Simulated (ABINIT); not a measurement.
**Convergence study of shifted k-point meshes for SnTe (I4mm, 2 atoms in the cell)**

```xyz
2
Lattice="0.0000 3.1442 3.1442 3.1442 0.0000 3.1442 3.1442 3.1442 0.0000" Properties=species:S:1:pos:R:3 pbc="T T T"
Sn     0.0000     0.0000     0.0500
Te     3.1442     3.1442     3.1442
```

Method: PBEsol, PAW (JTH v2.0 PBE PAW, files made for PBE) (plane waves; ABINIT).

Base settings: pseudos = [Sn.GGA_PBE-JTH.xml, Te.GGA_PBE-JTH.xml]; ecut = 20 Ha; pawecutdg = 40 Ha; ixc = -116133; occopt = 3; tsmear = 0.01 eV; ngkpt = 3 3 3; nshiftk = 1; shiftk = 0 0 0; potentials = JTH v2.0 PBE PAW.

In this ladder: shiftk = 0.5 0.5 0.5.

Shifted meshes do not hold Γ, so a gap read on them misses any band edge there.

Only quantities that move along the ladder and can be compared are tabulated.

These are the values that this program gave, and no reference: the one-centre exchange-correlation terms come from a truncated expansion.

The count of work is k-points × plane waves × bands × iterations; it is no time. Core times come from one kind of shared machine, to one figure; runs under 30 s give none.

The starting cell has typed, rounded lattice constants, without a prior relaxation at this level. Its lattice was rescaled by up to half a per cent. One atom was moved a little off its site on purpose. Spin-orbit coupling is off. The potentials were made for another functional than the one used.

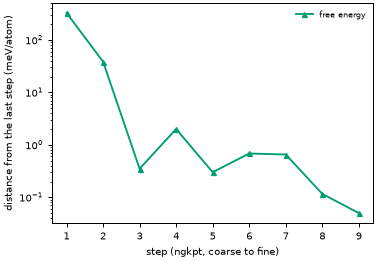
Distance from the last step along the ladder; very small values are drawn at a floor.

```tsv
ngkpt	free energy less the last step's (meV/atom)	pressure (GPa)	largest difference of a force vector from the last step's (eV/Å)	gap on the mesh (eV)	count of work / last	core time / last (rough)
2 2 2	-327.45	-1.62	0.074	2.574	0.0055	–
3 3 3	38.58	-0.41	0.065	0.225	0.017	–
4 4 4	0.35	0.23	0.010	0.759	0.033	–
5 5 5	-2.00	-0.08	0.007	0.231	0.066	0.07
6 6 6	-0.30	-0.04	0.001	0.571	0.11	0.2
7 7 7	0.68	0.02	0.003	0.232	0.17	0.2
8 8 8	-0.65	-0.02	0.001	0.423	0.24	0.3
10 10 10	-0.12	0.00	0.000	0.333	0.46	0.7
11 11 11	0.00	-0.01	0.000	0.166	0.61	1.0
13 13 13	0.00	-0.01	0.000	0.133	1.0	1
```

Coarsest ngkpt that holds the forces within 0.02 eV/Å of the last step, with all finer ones: 4 4 4, at 0.033 of the last step's count of work; the step before is off by 0.065 eV/Å.

Coarsest ngkpt that holds the pressure within 0.2 GPa of the last step, with all finer ones: 5 5 5, at 0.066 of the last step's count of work and about 0.07 of the last step's time; the step before is off by 0.24 GPa.

Coarsest ngkpt that holds the free energy within 5 meV/atom of the last step, with all finer ones: 4 4 4, at 0.033 of the last step's count of work; the step before is off by 39 meV/atom.

The gap on the mesh jumps up and down from mesh to mesh; it is no smooth measure of convergence.
